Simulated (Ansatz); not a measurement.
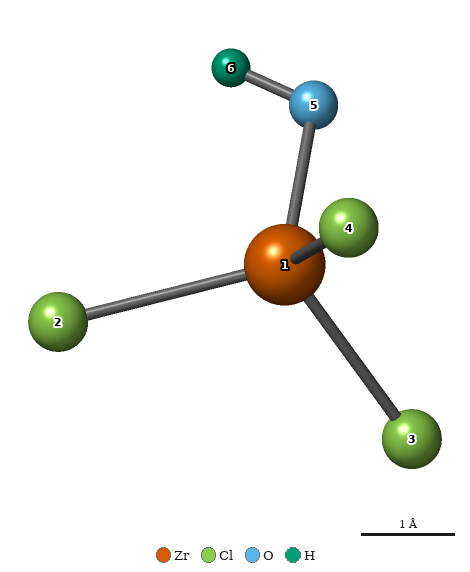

ZrHOCl$_{3}$, before the relaxation. A ball-and-stick model, seen from a free direction.

The run prepares the start of a later molecular dynamics calculation, from a guessed geometry.

These are results of RKS PBE0/def2-SVP in Ansatz, not measurements.

Input file:
```yaml
crystal:
  periodic: [false, false, false]
  atoms:
    - { symbol: Zr, position_ang: [0.0, 0.0, 0.0] }
    - { symbol: Cl, position_ang: [0.0, 0.0, 2.52] }
    - { symbol: Cl, position_ang: [2.3764, 0.0, -0.8392] }
    - { symbol: Cl, position_ang: [-1.1869, 2.0563, -0.8392] }
    - { symbol: O, position_ang: [-0.975, -1.6891, -0.6893] }
    - { symbol: H, position_ang: [-1.4296, -2.1548, 0.0831] }
basis:
  gaussian: { orbitals: def2-SVP }
hamiltonian:
  xc: pbe0
relax:
  f_tol: 0.02
  max_steps: 40
output:
  orbitals: {}
```

Run as
```bash
ansatz run input.yaml --threads 2 --pin off --max-ram 3072MiB --backend cpu --events-out ev --progress --plain --runs-dir out
```

> Predict the outcome.

The energy falls by 118.6 kJ/mol in 7 geometry steps. Largest force component: 2.8 eV/Å at the start, 0.0041 eV/Å at the end. The atom that moves furthest after the best rigid fit is H6 (0.61 Å). By element the largest moves are H 0.61 Å, O 0.43 Å, Cl 0.29 Å, Zr 0.14 Å. Among the contacts that change: Zr1–O5 2.069 → 1.879 Å, Zr1–Cl2 2.520 → 2.343 Å, O5–H6 1.010 → 0.959 Å. Bond angles that change, for instance: Zr1–O5–H6 109.5° → 179.8°.

Final geometry:

```xyz
6

Zr    0.0025    0.0410    0.1290
Cl    0.1395    0.2441    2.4596
Cl    2.1528   -0.1014   -0.7920
Cl   -1.1358    1.8810   -0.7715
O    -0.9450   -1.5261   -0.2897
H    -1.4292   -2.3263   -0.4999
```

After the run, drawn alike:

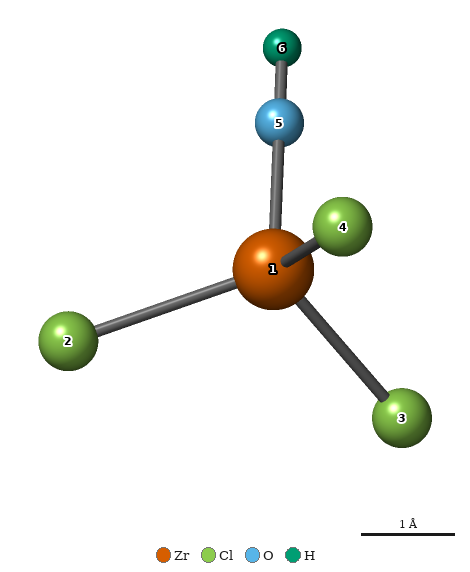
